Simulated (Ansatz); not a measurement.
Stretching the As1–N2 bond in AsN (multiplicity 1 held). Energies count from the point at 1.611 Å.


Restricted levels (R-, RO-) in cc, def2 and unpolarised 6-31G sets keep to the state of the molecule at rest. U- levels take the lowest unrestricted solution at each point, which mixes spins at long bonds. Active spaces are followed from rest. Left out are points that failed, MP2 points that dive below the minimum, coupled-cluster points behind a jump of the amplitudes or a sharp parting from full CI or MRCI, small-basis points behind a change of solution, and semi-empirical points at long bonds. Curves can end on different states.

Frozen-core correlation. Filled d and f shells under p-block atoms count as core.

Run with Ansatz (Gaussian basis) for Hartree–Fock, density functionals and correlated methods. Each number belongs to the level named beside it.

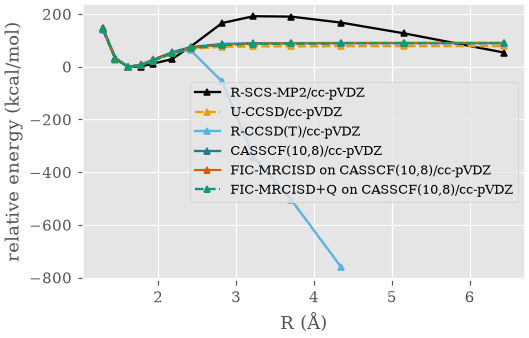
Relative energy along the coordinate

Question: Read off the R-SCS-MP2/cc-pVDZ curve at R = 3.223.

Answer: about 190 kcal/mol

Doubts at one or more of the structures used: a restricted determinant that unrestricted orbitals would lower (R-SCS-MP2/cc-pVDZ, R-CCSD(T)/cc-pVDZ); a spin-contaminated determinant (U-CCSD/cc-pVDZ); T1 above 0.05 (U-CCSD/cc-pVDZ, R-CCSD(T)/cc-pVDZ); the program's own flag: large difference (U-CCSD/cc-pVDZ); other coupled-cluster roots lie near (R-CCSD(T)/cc-pVDZ).

Ansatz is a program for electronic structure.
